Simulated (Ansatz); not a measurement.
CH₄FGeS (SMILES [CH3][Ge]([F])[SH]) (doublet)

The calculation's input:

```
crystal:
  periodic: [false, false, false]
  atoms:
    - {symbol: C, position_ang: [-2.197653, 2.477592, -1.352215]}
    - {symbol: F, position_ang: [0.523689, 3.397714, -0.578251]}
    - {symbol: Ge, position_ang: [-0.288385, 2.020611, -1.314900]}
    - {symbol: S, position_ang: [-0.061720, 0.291250, 0.099375]}
    - {symbol: H, position_ang: [-2.788959, 1.584584, -1.600782]}
    - {symbol: H, position_ang: [-2.389146, 3.265699, -2.093575]}
    - {symbol: H, position_ang: [-2.468075, 2.841168, -0.348680]}
    - {symbol: H, position_ang: [1.271456, 0.468828, 0.236841]}
basis:
  gaussian: {orbitals: def2-TZVPD}
magnetization: {spin_polarized: true, initial_magnetization: 1}
hamiltonian: {xc: pbe0}
output: {forces: true, orbitals: {seedname: orbitals}}
```

Launched as:

```sh
ansatz run input.yaml --threads 2 --pin off --max-ram 4350MiB --events-out events.jsonl --progress --plain --runs-dir runs
```

Geometry: r2SCAN-D4/def2-SVP.

Level of theory: isolated molecule in a Gaussian basis; Kohn-Sham density functional theory, functional PBE0 in Ansatz 0.2.0.

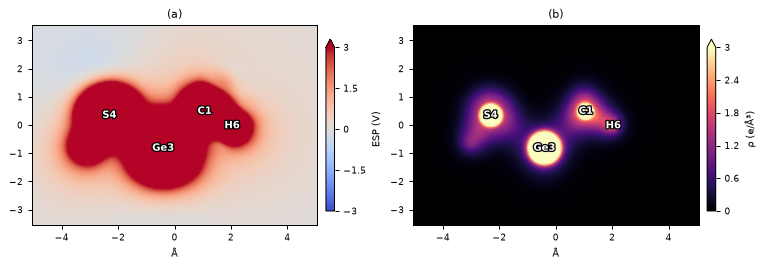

Figure 1. (a) electrostatic potential; (b) total electron density on the plane of atoms Ge3, C1 and H6.

Question: What does the map show?

Answer: The section cuts through C, Ge, S and H sites. C–Ge (1.96 Å): the density is about 0.86 e/Å³ at the midpoint. Ge–S (2.25 Å): ρ is about 0.71 e/Å³ halfway. C–H (1.10 Å): the density is about 1.9 e/Å³ at the midpoint. The potential has no marked negative region in this plane.

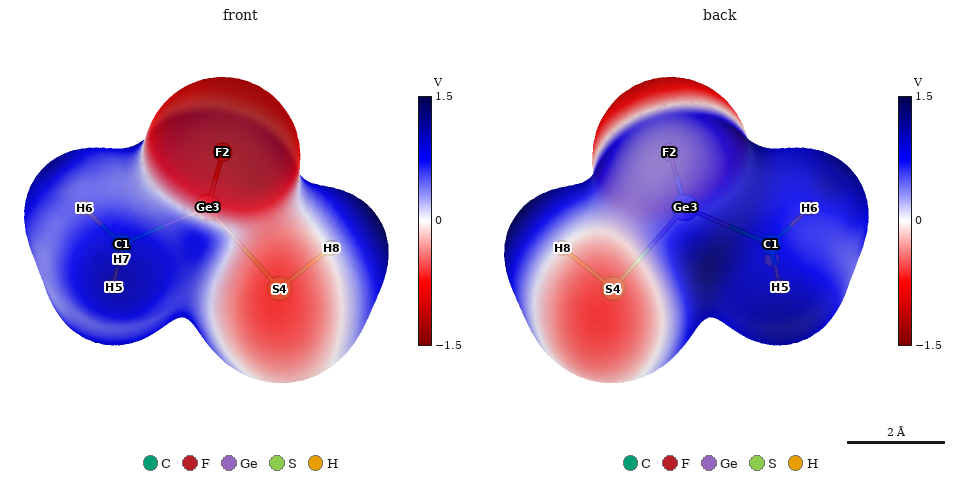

Figure 2. The electrostatic potential painted on the density surface at 0.002 e/bohr³, seen from the front and from behind; red is negative and blue positive.

Question: Which sites attract a positive test charge, and which a negative one?

Answer: A positive charge is drawn to the negative regions and a negative charge to the positive ones. The most negative region (about −1.3 V, or −30 kcal/mol for a unit charge) lies over F2, the most positive (about +1.4 V, or +32 kcal/mol for a unit charge) over Ge3 and H8.

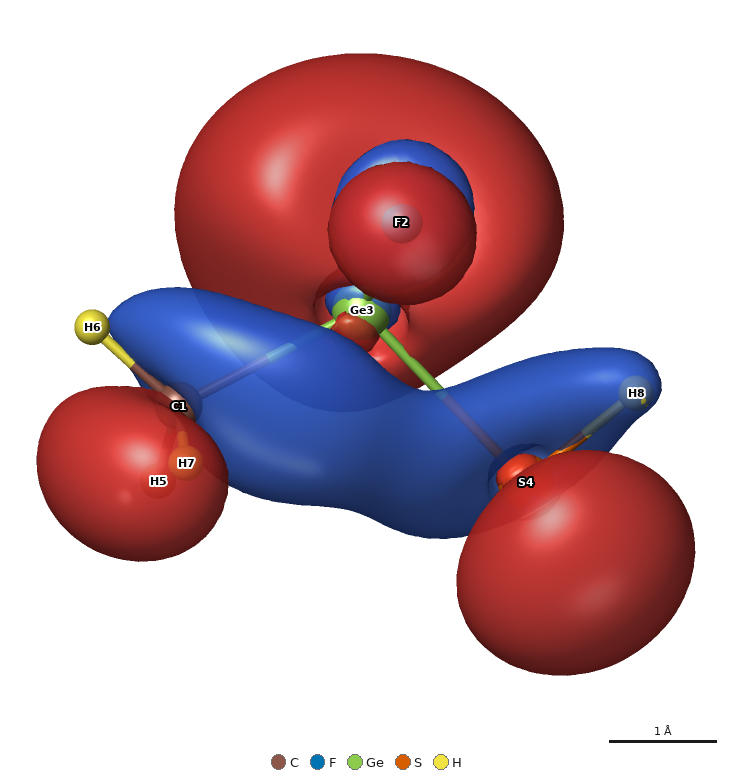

Figure 3. One frontier orbital at ±0.06 Å⁻³ᐟ² (blue and red are the two phases), seen at a tilt.

Question: Which orbital is it: HOMO (β) or LUMO (β)?

Answer: The LUMO (β), at −3.31 eV. It lies mainly on Ge3 (about 60 %), S4 (about 20 %), C1 (about 10 %) and F2 (about 5 %).
